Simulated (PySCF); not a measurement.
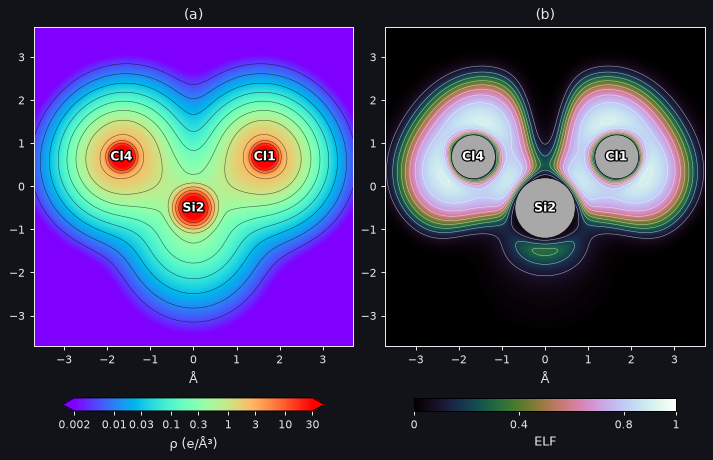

Figure 1: Cl3HSi (trichlorosilane). (a) total electron density; (b) electron localisation function on the plane of atoms Cl1, Si2 and Cl4. Grey discs cover the atomic cores in the ELF map.

Geometry: PBE0-D3(BJ)/def2-SVP.

All numbers below come from DFT single point, gas phase, functional wB97X (PySCF).

```xyz
5

Cl   -0.9420    1.6564   -0.6330
Si    0.0033    0.0051    0.1127
Cl   -0.9823   -1.6739   -0.5101
Cl    1.9203   -0.0366   -0.5910
H     0.0176    0.0566    1.5879
```

Describe what can be read from this map.

Atoms in the plane: Cl and Si. Si–Cl (2.04 Å): ρ is about 0.95 e/Å³ halfway; the ELF peaks at about 0.90 between the atoms; a shared but strongly polarised pair. The ELF also peaks beside Cl4 and Cl1, away from the bonds: lone-pair regions.
